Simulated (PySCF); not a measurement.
## Electronic structure of C₃H₆OSi (SMILES C=CC(=O)[SiH3]) in real space

Input

```
{"job": {"kind": "uv", "xc": "PBE0", "basis": "def2-SVPD", "nstates": 8, "ntriplets": 3}, "charge": 0, "multiplicity": 1}
C     -1.592796     0.682357    -0.101315
C     -1.193976    -0.580474    -0.159866
C      0.219666    -0.998574    -0.117066
O      0.518363    -2.166915    -0.283711
Si     1.626913     0.276469     0.207487
H     -0.890708     1.495733    -0.013161
H     -2.635649     0.951360    -0.143498
H     -1.907799    -1.389712    -0.257873
H      1.334245     0.980115     1.458192
H      2.870946    -0.476852     0.289252
H      1.656220     1.229163    -0.904406
```

Command:

```sh
OMP_NUM_THREADS=1 python probes_run.py task.json out
```

Geometry: GFN2-xTB.

These are results of PBE0/def2-SVPD, SCF density, gas phase in PySCF 2.14.0, not measurements.

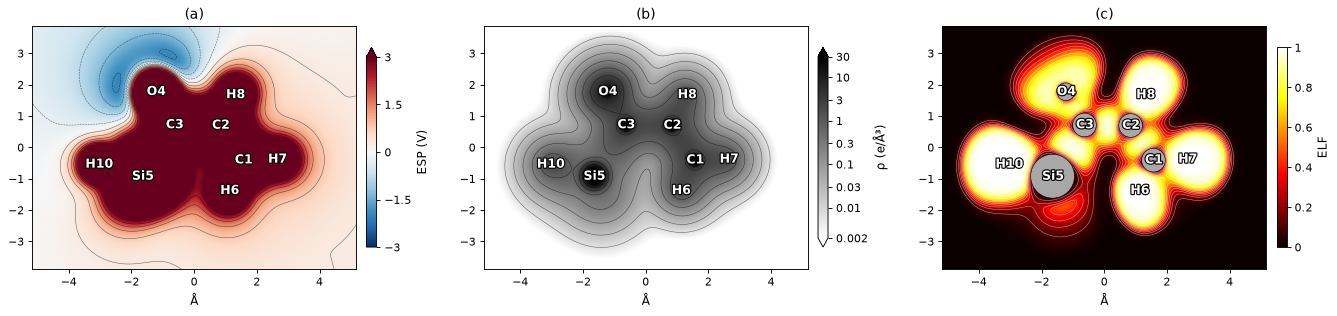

Figure 1. (a) molecular electrostatic potential; (b) electron density; (c) electron localisation function on the plane of atoms C3, Si5 and H10. Grey discs cover the atomic cores in the ELF map.

> Describe what can be read from this map.

- Atoms in the plane: C, O, Si and H.
- C–O (1.22 Å): ρ at the midpoint is about 3.3 e/Å³; the ELF peaks at about 0.90 between the atoms (a short, multiple covalent bond).
- C–C (1.33 Å): ρ is about 2.3 e/Å³ halfway; the ELF peaks at about 0.95 between the atoms; a short, multiple covalent bond.
- C–Si (1.93 Å): ρ is about 0.92 e/Å³ halfway; the ELF peaks at about 1 between the atoms; a covalent bond.
- C–H (1.08 Å): the density is about 2 e/Å³ at the midpoint; the ELF climbs to about 1 towards the hydrogen, as it does in any bond to H: an ordinary covalent bond to hydrogen.
- C–C (1.47 Å): the density is about 1.8 e/Å³ at the midpoint; the ELF peaks at about 0.95 between the atoms, as expected for a covalent bond.
- The ELF also peaks beside O4, away from the bonds: lone-pair regions.
- Outside the dense part of the molecule the potential is most negative (−2.0 V) near O4.

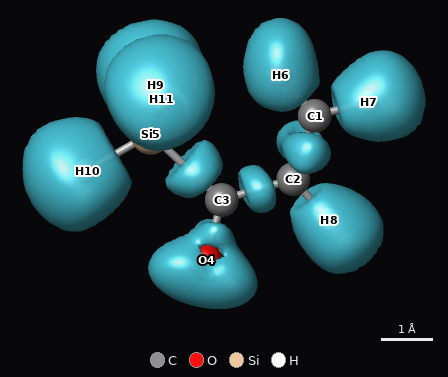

Figure 2. Isosurface of the ELF at 0.75 (cyan), seen across its widest extent. Only the valence region is drawn (cores and ρ < 0.01 e/Å³ removed).

> Where are the electrons localised?

The surface consists of two regions between bonded C–C atoms (shared pairs), one region between bonded C–Si atoms (shared pairs), six regions around hydrogen nuclei and one region on O in which the atom's valence shell and bonds are merged.

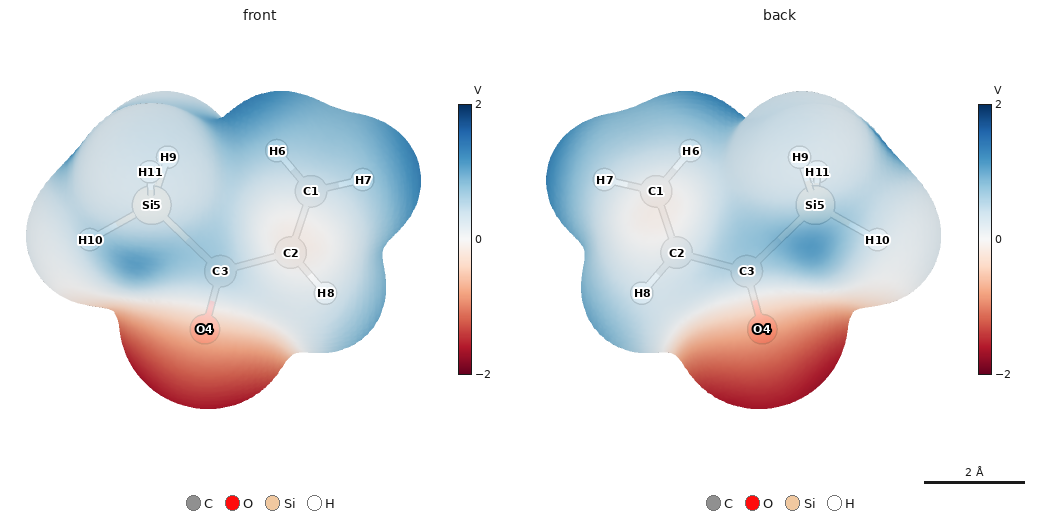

Figure 3. The electrostatic potential painted on the density surface at 0.002 e/bohr³, seen from the front and from behind; red is negative and blue positive.

> Which sites attract a positive test charge, and which a negative one?

A positive charge is drawn to the negative regions and a negative charge to the positive ones. The most negative region (about −1.6 V) lies over O4, the most positive (about +1.3 V) over Si5, H6 and H7. O4 is the likeliest acceptor of a hydrogen bond.
